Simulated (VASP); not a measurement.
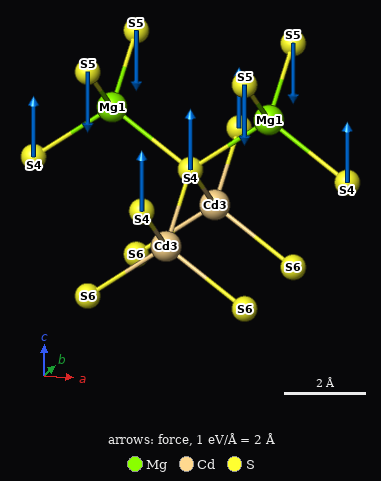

Starting geometry of solid MgCd₂S₃ (a generated structure, set up in I-4m2) with the computed forces as blue arrows. Style: ball-and-stick. Shown: the atoms within 4.2 Å of the atom that moves most (axes of the conventional cell (2 times the calculation's cell)), slightly off an axis. Lengths and directions refer to the drawn axes.

The run lets cell and atoms move.

All numbers below come from Kohn-Sham DFT of a periodic cell, PBE, VASP PAW PBE potentials, recommended (VASP).

The input:
```
SYSTEM = MgCd2S3
ALGO = Fast
EDIFF = 1E-4
EDIFFG = -0.08
ENCUT = 520
GGA = PE
IBRION = 2
ISIF = 3
ISMEAR = 0
LASPH = .True.
LCHARG = .False.
LREAL = .False.
LWAVE = .False.
NELM = 60
NSW = 24
PREC = Normal
SIGMA = 0.15
```

Command:
```bash
cat potpaw_PBE.64/Mg/POTCAR potpaw_PBE.64/Cd/POTCAR potpaw_PBE.64/S/POTCAR > POTCAR
mpirun -np 1 vasp_std > vasp.out
```

**What follows when this structure is relaxed?**

It isn't relaxed: the largest force vector, on S atoms, is 0.79 eV/Å. The atoms end up moving mostly along the starting forces (cosine between the two patterns 0.94). The largest moves relative to the cell, 0.11 Å, are those of S4 and S5. S4 goes along +c. Largest moves by element: S 0.11 Å, Cd 0.05 Å. Mg stays in place. The drawn cell changes as follows: a = b 4.080 → 4.152 Å (+1.8 %), c 17.310 → 17.554 Å (+1.4 %); the volume changes by +5.0 %. Near-neighbour distances that change, for instance: Cd3–S4 2.499 → 2.580 Å, Cd3–S6 2.498 → 2.565 Å, Mg1–S4 2.498 → 2.476 Å. Bond angles that change, for instance: Mg1–S4–Mg1 109.5° → 113.9°, S4–Mg1–S4 109.5° → 113.9°, S4–Cd3–S4 109.4° → 107.2°. The space group stays I-4m2 (No. 119). The energy falls by 23.0 meV per atom in 8 geometry steps. Largest force component: 0.79 eV/Å at the start, 0.075 eV/Å at the end. The pressure goes from 2.93 to −0.24 GPa. It ran on 1 thread of Intel(R) Xeon(R) Platinum 8559C (Emerald Rapids), with other jobs on the host.
